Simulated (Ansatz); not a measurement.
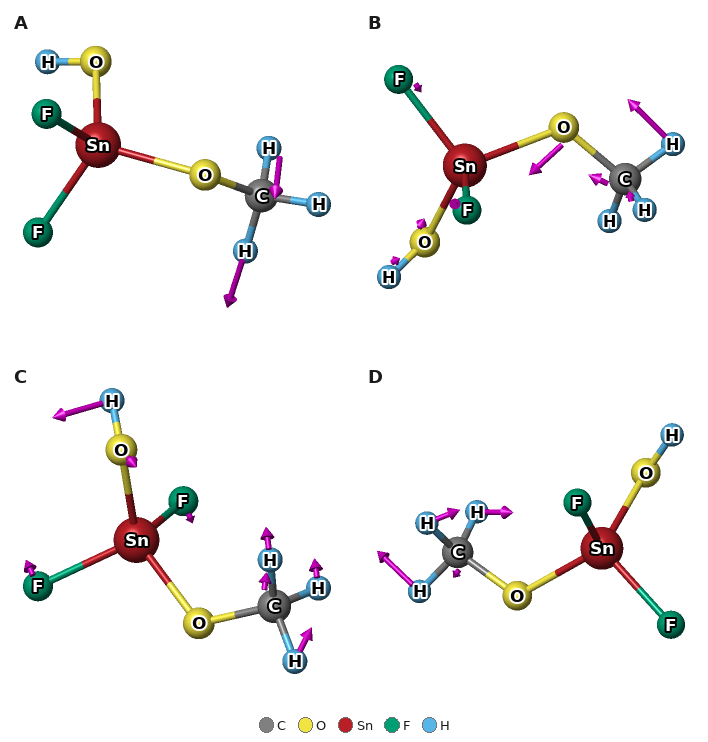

4 normal modes of one molecule or complex, as arrows. Harmonic vibrations computed with RKS PBE0-D4/def2-TZVP, core potentials on Sn (Ansatz 0.2.0) at a stationary point of the same level.

Match the panels to the wavenumbers 92 cm⁻¹, 594 cm⁻¹, 1192 cm⁻¹, 3092 cm⁻¹.

Answer. A: 3092 cm⁻¹, out-of-phase stretching of 2 C–H bonds
B: 594 cm⁻¹, Sn–O stretching
C: 92 cm⁻¹
D: 1192 cm⁻¹, H–C–O bending
